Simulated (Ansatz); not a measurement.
## Si$_{2}$NH$_{9}$O$_{2}$: molecular dynamics (part 4 of 5)

Continued. System: Si$_{2}$NH$_{9}$O$_{2}$. Method: UKS PBE/def2-SVP (Ansatz 0.2.0). It belongs to a series of runs on one base structure; here: dynamics from the highest image of the converged band.

Geometry of the input (Å):
```
Si -1.1826  -0.5907  -0.3921
O  -0.8673  -1.5369  1.2544
H  -0.9361  -1.6046  -1.4655
H  -2.6848  -0.6640  -0.1291
N  -1.1388  1.1307  -0.6094
H  0.1810  -1.1971  1.0537
O  0.7663  -0.5869  0.0262
Si 2.0633  0.4673  0.0060
H  -1.2843  -1.0999  2.0221
H  -2.0193  1.6306  -0.7451
H  -0.3359  1.6373  -0.9897
H  1.9930  1.3451  -1.2201
H  2.0877  1.3684  1.2182
H  3.3578  -0.2993  -0.0297
```

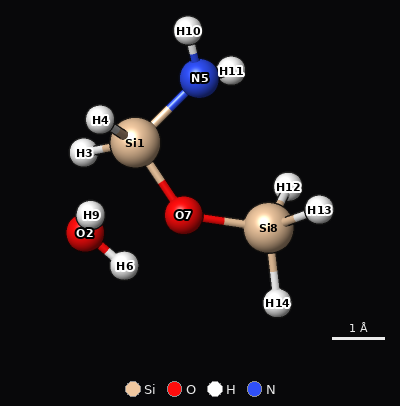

Fig. 1: The geometry at step 109 of the log (ball-and-stick view, seen at a tilt; atoms are numbered from 1 in the order of the input).

Trajectory as extended XYZ, continued:
```
14
Properties=species:S:1:pos:R:3:forces:R:3 step=75 time_fs=37.5 energy=-21463.56581 temperature=310.0
Si   -1.0277   -0.4949   -0.4126    0.0491   0.2847  -0.7149
O    -0.9121   -1.8010    1.4441    2.1426   0.0801   0.4741
H    -0.9586   -1.4062   -1.6172    0.0750  -0.1446   0.1881
H    -2.4731   -0.6046   -0.0253   -0.1821  -0.0746   0.4717
N    -1.0949    1.2247   -0.7051    0.4288   0.1016  -0.1700
H     0.1337   -1.7387    1.4503   -2.2317  -0.0234  -0.1243
O     0.6693   -0.5383    0.0312   -0.6507  -0.7602   0.0824
Si    1.9668    0.4675   -0.0451    0.8450  -0.1418   0.5037
H    -1.1804   -1.3054    2.2562    0.0515  -0.1958  -0.4448
H    -1.9947    1.7044   -0.7613    0.0845   0.0697  -0.1196
H    -0.3391    1.6740   -1.2463   -0.4578   0.0997   0.1557
H     2.1056    1.1710   -1.3566   -0.0201   0.1442  -0.2070
H     1.8718    1.4628    1.0745    0.1693   0.2137   0.0019
H     3.2096   -0.4060    0.1755   -0.3033   0.3467  -0.0970
14
Properties=species:S:1:pos:R:3:forces:R:3 step=79 time_fs=39.5 energy=-21463.57643 temperature=316.6
Si   -1.0192   -0.4876   -0.4161   -0.2712   0.2269  -0.8464
O    -0.9172   -1.8235    1.4615    1.6927   0.2243   0.7312
H    -1.0001   -1.4074   -1.6403    0.1780   0.0396   0.4282
H    -2.4728   -0.5904   -0.0075    0.0432  -0.0901   0.4604
N    -1.0972    1.2343   -0.7135    1.0982  -0.5959   0.0248
H     0.1110   -1.7564    1.4947   -1.7934  -0.0509  -0.1617
O     0.6725   -0.5367    0.0294   -0.9861  -0.8952   0.0480
Si    1.9659    0.4696   -0.0463    0.4229   0.4492   0.0523
H    -1.2069   -1.3429    2.2824    0.1223  -0.3076  -0.6817
H    -1.9727    1.7174   -0.7587   -0.7494   0.4735  -0.1528
H    -0.3526    1.6545   -1.2757   -0.1732   0.3176  -0.0388
H     2.1001    1.1539   -1.4040   -0.0352  -0.0129   0.2928
H     1.8543    1.4612    1.0854    0.2095   0.1830  -0.1502
H     3.1654   -0.3961    0.1747    0.2418   0.0384  -0.0063
14
Properties=species:S:1:pos:R:3:forces:R:3 step=83 time_fs=41.5 energy=-21463.58510 temperature=321.5
Si   -1.0111   -0.4801   -0.4207   -0.6044   0.2443  -0.8279
O    -0.9186   -1.8457    1.4805   -1.2697  -0.3161   0.0135
H    -1.0349   -1.4073   -1.6476    0.2480   0.1124   0.5027
H    -2.4707   -0.5795    0.0277    0.3169  -0.0760   0.3873
N    -1.0967    1.2424   -0.7219    0.4048  -0.4369   0.1412
H     0.0291   -1.7756    1.5334    1.5805   0.0700  -0.0261
O     0.6733   -0.5373    0.0277   -1.1854  -0.9143   0.0196
Si    1.9655    0.4722   -0.0475   -0.0923   0.8879  -0.2565
H    -1.2300   -1.3907    2.2852   -0.2016   0.0689  -0.0397
H    -1.9750    1.7459   -0.7617   -0.2840   0.1247  -0.0941
H    -0.3726    1.6470   -1.3067    0.1357   0.4680  -0.2496
H     2.0933    1.1366   -1.4407   -0.0338  -0.0883   0.6160
H     1.8448    1.4665    1.0907    0.2300   0.1366  -0.2739
H     3.1304   -0.3848    0.1737    0.7553  -0.2812   0.0875
14
Properties=species:S:1:pos:R:3:forces:R:3 step=87 time_fs=43.5 energy=-21463.55938 temperature=306.1
Si   -1.0038   -0.4722   -0.4265   -0.8661   0.2998  -0.5609
O    -0.9228   -1.8686    1.4995   -2.1491  -0.7912  -0.7261
H    -1.0604   -1.4034   -1.6363    0.2759   0.0502   0.3715
H    -2.4568   -0.5714    0.0777    0.4869  -0.0357   0.2760
N    -1.0952    1.2495   -0.7300   -0.2402   0.3208  -0.1386
H     0.0022   -1.7921    1.5713    2.7826   0.1682   0.1139
O     0.6713   -0.5401    0.0261   -1.1219  -0.8317   0.0335
Si    1.9651    0.4760   -0.0489   -0.2770   0.8250  -0.2961
H    -1.2608   -1.4359    2.2867   -0.4677   0.4170   0.5847
H    -1.9870    1.7784   -0.7682    0.5512  -0.4729  -0.0122
H    -0.3890    1.6564   -1.3460   -0.0073   0.3031  -0.0879
H     2.0852    1.1162   -1.4548   -0.0102  -0.0509   0.6463
H     1.8441    1.4772    1.0857    0.2249   0.1108  -0.3129
H     3.1229   -0.3834    0.1759    0.8179  -0.3124   0.1086
14
Properties=species:S:1:pos:R:3:forces:R:3 step=91 time_fs=45.5 energy=-21463.69484 temperature=392.2
Si   -0.9977   -0.4639   -0.4330   -0.9745   0.4193  -0.1057
O    -0.9312   -1.8932    1.5170    1.2685  -0.3418  -0.0429
H    -1.0754   -1.3979   -1.6113    0.2531  -0.1189   0.0756
H    -2.4248   -0.5647    0.1382    0.4836   0.0200   0.1590
N    -1.0940    1.2574   -0.7385    0.1353   0.6809  -0.5801
H     0.0637   -1.8032    1.6122   -1.0357  -0.0342  -0.0792
O     0.6667   -0.5449    0.0246   -0.8067  -0.6545   0.0839
Si    1.9643    0.4809   -0.0508   -0.0575   0.2214  -0.0575
H    -1.3071   -1.4672    2.3066   -0.0457   0.1519   0.0805
H    -1.9809    1.7946   -0.7752    0.4720  -0.5344   0.0506
H    -0.4061    1.6769   -1.3880   -0.2919  -0.0096   0.2528
H     2.0768    1.0942   -1.4451    0.0313   0.0876   0.3722
H     1.8518    1.4922    1.0691    0.1930   0.1218  -0.2504
H     3.1451   -0.3929    0.1819    0.3754  -0.0094   0.0411
14
Properties=species:S:1:pos:R:3:forces:R:3 step=94 time_fs=47.0 energy=-21463.66970 temperature=377.0
Si   -0.9940   -0.4573   -0.4380   -0.9089   0.5619   0.2044
O    -0.9361   -1.9123    1.5300    2.2094   0.0182   0.6578
H    -1.0803   -1.3964   -1.5900    0.2023  -0.2599  -0.1694
H    -2.3887   -0.5592    0.1878    0.3783   0.0595   0.0935
N    -1.0930    1.2645   -0.7459    0.7614   0.4304  -0.7147
H     0.0947   -1.8118    1.6416   -2.4041  -0.1088  -0.1628
O     0.6619   -0.5495    0.0236   -0.5024  -0.4744   0.1301
Si    1.9636    0.4848   -0.0522    0.1616  -0.3822   0.2426
H    -1.3440   -1.4862    2.3249    0.4007  -0.1674  -0.5207
H    -1.9647    1.7937   -0.7794   -0.1923  -0.1975   0.0869
H    -0.4253    1.6929   -1.4142   -0.2722  -0.1285   0.3198
H     2.0712    1.0797   -1.4279    0.0663   0.2324   0.0142
H     1.8626    1.5064    1.0502    0.1536   0.1486  -0.1538
H     3.1721   -0.4009    0.1876   -0.0539   0.2677  -0.0279
14
Properties=species:S:1:pos:R:3:forces:R:3 step=98 time_fs=49.0 energy=-21463.74147 temperature=422.8
Si   -0.9901   -0.4478   -0.4444   -0.6638   0.7071   0.3711
O    -0.9383   -1.9377    1.5487    1.2062  -0.0764   0.7292
H    -1.0804   -1.4032   -1.5677    0.1076  -0.3407  -0.3554
H    -2.3286   -0.5499    0.2570    0.1552   0.1001   0.0480
N    -1.0897    1.2748   -0.7574    1.0644  -0.0970  -0.5225
H     0.0602   -1.8267    1.6757   -1.4968  -0.0389  -0.0451
O     0.6545   -0.5567    0.0225   -0.0996  -0.1988   0.1846
Si    1.9630    0.4894   -0.0538    0.2938  -1.0437   0.6045
H    -1.3796   -1.5171    2.3320    0.5401  -0.2300  -0.6230
H    -1.9521    1.7873   -0.7819   -0.9138   0.1857   0.1379
H    -0.4587    1.7105   -1.4396    0.0918  -0.0355   0.0338
H     2.0661    1.0685   -1.4060    0.0985   0.3928  -0.4583
H     1.8818    1.5306    1.0204    0.0867   0.1762  -0.0120
H     3.2053   -0.4021    0.1941   -0.4702   0.4992  -0.0929
14
Properties=species:S:1:pos:R:3:forces:R:3 step=102 time_fs=51.0 energy=-21463.77068 temperature=441.6
Si   -0.9872   -0.4374   -0.4504   -0.3733   0.6443   0.2171
O    -0.9380   -1.9635    1.5688   -1.9542  -0.9836  -0.4309
H    -1.0763   -1.4225   -1.5582    0.0101  -0.2035  -0.2709
H    -2.2626   -0.5368    0.3282   -0.0733   0.1271   0.0242
N    -1.0837    1.2849   -0.7702    0.1075   0.0138  -0.2365
H    -0.0218   -1.8420    1.7093    2.2586   0.3541   0.4247
O     0.6469   -0.5643    0.0219    0.2808   0.0734   0.2339
Si    1.9627    0.4927   -0.0546    0.1910  -1.2411   0.6280
H    -1.3968   -1.5552    2.3181   -0.0171   0.1848   0.1733
H    -1.9700    1.7856   -0.7791   -0.3355  -0.1206   0.1613
H    -0.4887    1.7269   -1.4640    0.3939   0.1288  -0.3108
H     2.0646    1.0718   -1.4006    0.0886   0.3832  -0.5859
H     1.9044    1.5612    0.9899    0.0102   0.1441   0.0758
H     3.2214   -0.3849    0.1972   -0.5873   0.4950  -0.1034
14
Properties=species:S:1:pos:R:3:forces:R:3 step=106 time_fs=53.0 energy=-21463.81478 temperature=469.9
Si   -0.9847   -0.4261   -0.4561   -0.1905   0.3960  -0.0189
O    -0.9417   -1.9916    1.5881   -1.2578  -1.3777  -0.9249
H    -1.0718   -1.4490   -1.5585   -0.0726   0.0831  -0.0159
H    -2.1992   -0.5188    0.4001   -0.2119   0.1503  -0.0430
N    -1.0775    1.2953   -0.7839   -0.6768   0.4758  -0.3430
H    -0.0306   -1.8449    1.7576    2.0242   0.3449   0.3687
O     0.6399   -0.5717    0.0218    0.6622   0.3119   0.2775
Si    1.9626    0.4944   -0.0546   -0.1429  -0.8761   0.2264
H    -1.4145   -1.5864    2.3104   -0.4819   0.5165   0.7777
H    -1.9998    1.7792   -0.7705    0.5720  -0.4894   0.0959
H    -0.5053    1.7473   -1.4986    0.1869   0.0118  -0.1592
H     2.0664    1.0892   -1.4162    0.0367   0.1722  -0.2672
H     1.9273    1.5972    0.9620   -0.0700   0.0272   0.0781
H     3.2160   -0.3494    0.1965   -0.3777   0.2534  -0.0522
14
Properties=species:S:1:pos:R:3:forces:R:3 step=109 time_fs=54.5 energy=-21463.85997 temperature=498.5
Si   -0.9831   -0.4173   -0.4603   -0.1355   0.2123  -0.0945
O    -0.9465   -2.0148    1.6012    1.3074  -0.6853   0.1205
H    -1.0701   -1.4675   -1.5597   -0.1243   0.2897   0.1643
H    -2.1565   -0.5016    0.4531   -0.2278   0.1649  -0.1444
N    -1.0738    1.3037   -0.7947   -0.5531   0.5673  -0.5920
H     0.0140   -1.8386    1.8029   -0.9311  -0.1155  -0.1973
O     0.6357   -0.5769    0.0222    0.9180   0.4582   0.2984
Si    1.9624    0.4948   -0.0543   -0.5327  -0.3607  -0.1907
H    -1.4381   -1.5982    2.3219   -0.1173   0.2527   0.3039
H    -2.0104    1.7632   -0.7615    0.6905  -0.4150   0.0250
H    -0.5126    1.7631   -1.5288   -0.1216  -0.1868   0.1536
H     2.0687    1.1071   -1.4353   -0.0113  -0.0383   0.0867
H     1.9429    1.6250    0.9430   -0.1290  -0.0950   0.0445
H     3.2021   -0.3160    0.1946   -0.0320  -0.0484   0.0219
14
Properties=species:S:1:pos:R:3:forces:R:3 step=113 time_fs=56.5 energy=-21463.75071 temperature=429.5
Si   -0.9810   -0.4052   -0.4661   -0.0789   0.1198  -0.0072
O    -0.9503   -2.0469    1.6192    2.0485   0.1659   1.4140
H    -1.0721   -1.4821   -1.5556   -0.1829   0.4429   0.2808
H    -2.1070   -0.4731    0.5183   -0.1658   0.1664  -0.3183
N    -1.0701    1.3163   -0.8106    0.2083   0.0787  -0.7051
H     0.0404   -1.8347    1.8560   -2.3888  -0.4320  -0.5833
O     0.6320   -0.5827    0.0233    1.1291   0.5978   0.2982
Si    1.9615    0.4950   -0.0543   -1.0647   0.3117  -0.6338
H    -1.4710   -1.6074    2.3439    0.5627  -0.3016  -0.6100
H    -2.0042    1.7299   -0.7487    0.0085   0.0865  -0.0148
H    -0.5268    1.7778   -1.5636   -0.2954  -0.2680   0.3039
H     2.0713    1.1289   -1.4569   -0.0636  -0.2666   0.4398
H     1.9592    1.6586    0.9191   -0.1989  -0.2443   0.0066
H     3.1842   -0.2744    0.1931    0.4819  -0.4572   0.1292
14
Properties=species:S:1:pos:R:3:forces:R:3 step=117 time_fs=58.5 energy=-21463.80714 temperature=464.8
Si   -0.9791   -0.3930   -0.4718    0.0474   0.2246   0.2474
O    -0.9495   -2.0788    1.6404    0.4513  -0.0356   1.1584
H    -1.0810   -1.4803   -1.5413   -0.2308   0.4051   0.2182
H    -2.0639   -0.4383    0.5714   -0.0957   0.1370  -0.4572
N    -1.0658    1.3290   -0.8283    0.5675  -0.6396  -0.3476
H    -0.0156   -1.8457    1.8886   -0.7158  -0.1691  -0.3189
O     0.6310   -0.5871    0.0252    1.1501   0.6706   0.2631
Si    1.9592    0.4956   -0.0551   -1.2053   0.5733  -0.7723
H    -1.4848   -1.6266    2.3456    0.4610  -0.3540  -0.6318
H    -1.9978    1.6997   -0.7363   -0.6377   0.5043  -0.0044
H    -0.5511    1.7833   -1.5884   -0.0921  -0.0285  -0.0626
H     2.0716    1.1409   -1.4625   -0.0886  -0.3678   0.5195
H     1.9679    1.6830    0.8956   -0.2483  -0.3197   0.0242
H     3.1836   -0.2494    0.1964    0.6370  -0.6008   0.1641
14
Properties=species:S:1:pos:R:3:forces:R:3 step=121 time_fs=60.5 energy=-21463.78468 temperature=451.3
Si   -0.9770   -0.3804   -0.4772    0.2678   0.4546   0.5784
O    -0.9480   -2.1111    1.6640   -2.2001  -1.3990  -0.5501
H    -1.0988   -1.4636   -1.5191   -0.2656   0.1890   0.0027
H    -2.0245   -0.3984    0.6075   -0.0894   0.0764  -0.4793
N    -1.0603    1.3401   -0.8469   -0.2494  -0.7887   0.1776
H    -0.0914   -1.8609    1.9112    2.8379   0.6895   0.4811
O     0.6328   -0.5899    0.0277    1.0059   0.6799   0.1993
Si    1.9553    0.4969   -0.0569   -0.7753   0.2925  -0.5660
H    -1.4837   -1.6574    2.3259   -0.4718   0.1937   0.2418
H    -2.0115    1.6869   -0.7245   -0.0840   0.3870  -0.0998
H    -0.5789    1.7878   -1.6160    0.1239   0.2247  -0.4879
H     2.0686    1.1393   -1.4491   -0.0797  -0.3238   0.3040
H     1.9673    1.6955    0.8733   -0.2686  -0.2944   0.1107
H     3.2057   -0.2463    0.2056    0.2485  -0.3814   0.0875
14
Properties=species:S:1:pos:R:3:forces:R:3 step=125 time_fs=62.5 energy=-21463.86867 temperature=504.2
Si   -0.9747   -0.3672   -0.4818    0.5340   0.6668   0.8699
O    -0.9506   -2.1464    1.6866   -0.1623  -1.1669  -0.5123
H    -1.1267   -1.4398   -1.4970   -0.2762  -0.0946  -0.2566
H    -1.9889   -0.3557    0.6255   -0.1618  -0.0010  -0.3603
N    -1.0555    1.3491   -0.8652   -0.8570  -0.3385   0.0710
H    -0.0781   -1.8545    1.9473    1.0954   0.2370  -0.0104
O     0.6370   -0.5911    0.0306    0.7529   0.6329   0.1161
Si    1.9504    0.4986   -0.0594   -0.1410  -0.2520  -0.1321
H    -1.4990   -1.6814    2.3141   -0.8178   0.4870   0.6282
H    -2.0279    1.6887   -0.7166    0.7028   0.1435  -0.2347
H    -0.6032    1.7994   -1.6599   -0.0526   0.0600  -0.2435
H     2.0626    1.1257   -1.4248   -0.0372  -0.1549  -0.1406
H     1.9564    1.6969    0.8553   -0.2591  -0.1880   0.2361
H     3.2367   -0.2574    0.2180   -0.3201  -0.0313  -0.0309
14
Properties=species:S:1:pos:R:3:forces:R:3 step=128 time_fs=64.0 energy=-21463.87265 temperature=507.3
Si   -0.9724   -0.3568   -0.4845    0.7257   0.7161   0.9599
O    -0.9533   -2.1747    1.7028    1.5629   0.0826   0.6458
H    -1.1545   -1.4236   -1.4861   -0.2552  -0.2301  -0.3673
H    -1.9661   -0.3234    0.6299   -0.2445  -0.0581  -0.2068
N    -1.0532    1.3552   -0.8788   -0.6458   0.0079  -0.3757
H    -0.0350   -1.8423    1.9758   -1.3855  -0.5117  -0.6250
O     0.6413   -0.5910    0.0330    0.4968   0.5588   0.0451
Si    1.9465    0.4996   -0.0615    0.2331  -0.6012   0.2078
H    -1.5293   -1.6885    2.3193   -0.1013   0.0513   0.0261
H    -2.0249    1.6943   -0.7161    0.7251   0.1241  -0.2296
H    -0.6224    1.8100   -1.6994   -0.2599  -0.2183   0.1990
H     2.0571    1.1112   -1.4091    0.0051   0.0011  -0.4970
H     1.9417    1.6931    0.8474   -0.2368  -0.0924   0.3150
H     3.2533   -0.2673    0.2268   -0.6197   0.1700  -0.0974
14
Properties=species:S:1:pos:R:3:forces:R:3 step=132 time_fs=66.0 energy=-21463.85185 temperature=494.8
Si   -0.9685   -0.3420   -0.4870    0.8857   0.5748   0.8411
O    -0.9538   -2.2122    1.7259    1.3727   0.9780   1.3671
H    -1.1998   -1.4095   -1.4836   -0.1658  -0.1867  -0.2943
H    -1.9441   -0.2826    0.6293   -0.3271  -0.1250   0.0005
N    -1.0516    1.3634   -0.8979    0.1234   0.0244  -0.7920
H    -0.0236   -1.8432    1.9932   -2.1102  -0.7399  -0.7167
O     0.6481   -0.5897    0.0363    0.0646   0.4084  -0.0575
Si    1.9416    0.5004   -0.0640    0.4971  -0.7361   0.4351
H    -1.5703   -1.6982    2.3250    0.7819  -0.5309  -0.6657
H    -1.9994    1.7068   -0.7225    0.0000   0.3215  -0.0325
H    -0.6564    1.8165   -1.7450   -0.2487  -0.3847   0.4218
H     2.0500    1.0923   -1.4053    0.0458   0.1250  -0.7164
H     1.9144    1.6850    0.8475   -0.1932  -0.0093   0.3378
H     3.2547   -0.2747    0.2353   -0.7263   0.2805  -0.1284
14
Properties=species:S:1:pos:R:3:forces:R:3 step=136 time_fs=68.0 energy=-21464.00184 temperature=589.8
Si   -0.9634   -0.3264   -0.4883    0.8287   0.2828   0.5863
O    -0.9513   -2.2476    1.7519   -0.5978   0.0330   0.4776
H    -1.2513   -1.4019   -1.4918   -0.0058   0.0510  -0.0314
H    -1.9343   -0.2465    0.6284   -0.2999  -0.1813   0.1103
N    -1.0497    1.3715   -0.9190    0.4465  -0.2792  -0.5555
H    -0.0844   -1.8693    1.9854    0.0802   0.1107  -0.0992
O     0.6550   -0.5874    0.0395   -0.4256   0.2162  -0.1603
Si    1.9373    0.5001   -0.0659    0.4782  -0.3801   0.2493
H    -1.5849   -1.7259    2.3081    0.5562  -0.3650  -0.4283
H    -1.9736    1.7314   -0.7299   -0.5898   0.4482   0.1996
H    -0.6988    1.8093   -1.7767    0.0971  -0.1933  -0.0363
H     2.0446    1.0776   -1.4275    0.0495   0.0792  -0.4628
H     1.8797    1.6764    0.8602   -0.1343  -0.0171   0.2354
H     3.2293   -0.2719    0.2390   -0.4830   0.1951  -0.0848
14
Properties=species:S:1:pos:R:3:forces:R:3 step=140 time_fs=70.0 energy=-21463.96851 temperature=570.0
Si   -0.9572   -0.3104   -0.4888    0.5395   0.0065   0.4256
O    -0.9503   -2.2833    1.7790   -2.0902  -1.9711  -1.0004
H    -1.3029   -1.3924   -1.5012    0.1790   0.2801   0.2279
H    -1.9356   -0.2173    0.6314   -0.1438  -0.2237   0.0850
N    -1.0468    1.3789   -0.9416   -0.2487  -0.1810   0.0094
H    -0.1385   -1.8890    1.9740    2.7327   1.3168   0.4830
O     0.6609   -0.5846    0.0423   -0.8777   0.0129  -0.2461
Si    1.9337    0.4994   -0.0676    0.1850   0.3037  -0.1820
H    -1.5813   -1.7652    2.2770   -0.6032   0.4888   0.4453
H    -1.9666    1.7717   -0.7306   -0.0774   0.1391   0.1772
H    -0.7377    1.7949   -1.8100    0.3783   0.0245  -0.5604
H     2.0410    1.0657   -1.4666    0.0327  -0.0502   0.0582
H     1.8398    1.6669    0.8816   -0.0575  -0.0853   0.0493
H     3.1862   -0.2622    0.2397    0.0515  -0.0610   0.0279
14
Properties=species:S:1:pos:R:3:forces:R:3 step=143 time_fs=71.5 energy=-21464.01862 temperature=601.0
Si   -0.9521   -0.2984   -0.4888    0.2367  -0.1270   0.4277
O    -0.9523   -2.3127    1.7980   -0.0188  -1.4180  -0.7993
H    -1.3375   -1.3788   -1.5031    0.2960   0.3544   0.3280
H    -1.9405   -0.2010    0.6358    0.0147  -0.2364   0.0124
N    -1.0450    1.3842   -0.9586   -0.6998   0.2354  -0.0094
H    -0.1214   -1.8758    1.9754    0.9208   0.5162   0.0613
O     0.6640   -0.5824    0.0440   -1.1324  -0.1253  -0.2892
Si    1.9312    0.4990   -0.0689   -0.1091   0.8064  -0.4738
H    -1.5901   -1.7850    2.2621   -0.8667   0.7710   0.6449
H    -1.9646    1.8061   -0.7267    0.5040  -0.1800   0.0473
H    -0.7583    1.7839   -1.8473    0.3234  -0.0622  -0.3920
H     2.0392    1.0558   -1.4956    0.0240  -0.1211   0.4055
H     1.8084    1.6578    0.8993    0.0097  -0.1298  -0.0918
H     3.1541   -0.2559    0.2408    0.4976  -0.2839   0.1284
```
